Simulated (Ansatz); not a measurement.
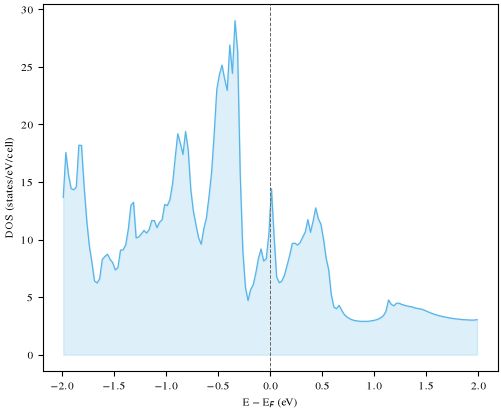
*Density of states of Co3Si (P6_3/mmc) near the Fermi level, PBEsol, rigid bands run with Ansatz (a program for electronic structure).*

How far does the Fermi level move in a rigid band for 0.1 electron a cell added or removed?

10 meV and -10 meV.

A metal at this level (no band gap); rigid bands, thermally averaged at 300 K, both spins. Spin-orbit coupling is left out. Geometry: cell and atoms relaxed with PBEsol.

Computed structure, not matched to a measured one here, so possibly hypothetical: Co3Si (P6_3/mmc). Treated as nonmagnetic (a ferromagnetic start lost its moment, other orders weren't tried): Co3Si (P6_3/mmc).
